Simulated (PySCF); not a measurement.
Input file:

```
{"job": {"kind": "nmr", "xc": "PBE0", "basis": "pcSseg-1"}, "charge": 0, "multiplicity": 1}
F      1.227494     0.012672     2.186069
C      1.641648    -0.191352     0.856574
Si     0.628815    -1.672632     0.180393
C     -1.211055    -1.185136     0.135776
C     -1.569761    -0.067397    -0.849633
Si    -0.899127     1.657053    -0.358594
Si     1.390649     1.478143    -0.072861
H      2.701608    -0.450374     0.933761
H      1.128579    -1.962719    -1.169287
H      0.813650    -2.826336     1.065414
H     -1.786664    -2.080008    -0.118317
H     -1.535081    -0.895781     1.138373
H     -2.658194    -0.012105    -0.938576
H     -1.200415    -0.334899    -1.842691
H     -1.284513     2.592844    -1.427546
H     -1.626155     2.090144     0.845399
H      2.051135     2.512236     0.732913
H      2.178629     1.341965    -1.308822
```

Command:

```sh
OMP_NUM_THREADS=1 python probes_run.py task.json out
```

Geometry: GFN2-xTB.

These are results of PBE0/pcSseg-1, SCF density, gas phase, non-relativistic (PySCF), not measurements.

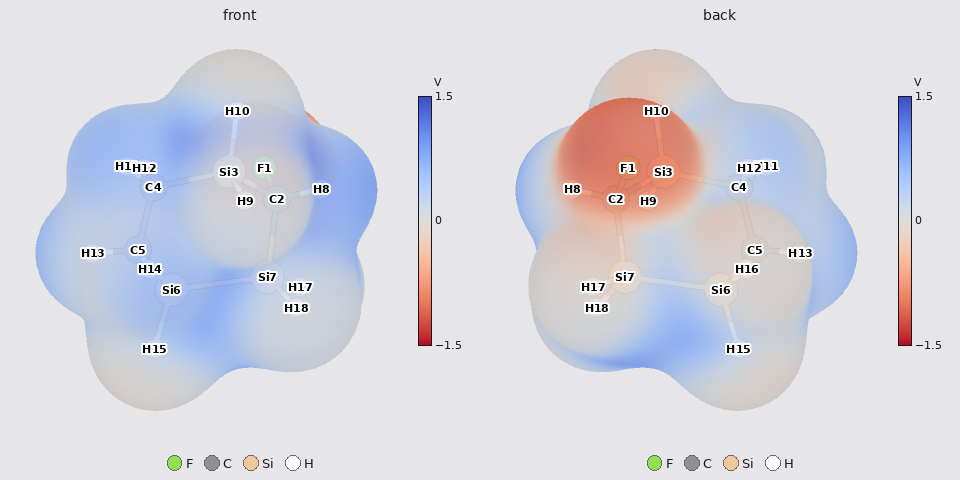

C3H11FSi3 (SMILES F[C@H]1[SiH2]CC[SiH2][SiH2]1). The electrostatic potential painted on the density surface at 0.001 e/bohr³, seen from the front and from behind; the colour scale runs from red (negative) to blue (positive).

### Describe the electrostatic potential map.

The most negative region (about −1.0 V) lies over F1, the most positive (about +0.8 V) over Si3, Si7 and H8.

### How polar is the molecule by this calculation?

Its dipole moment is 1.65 D.
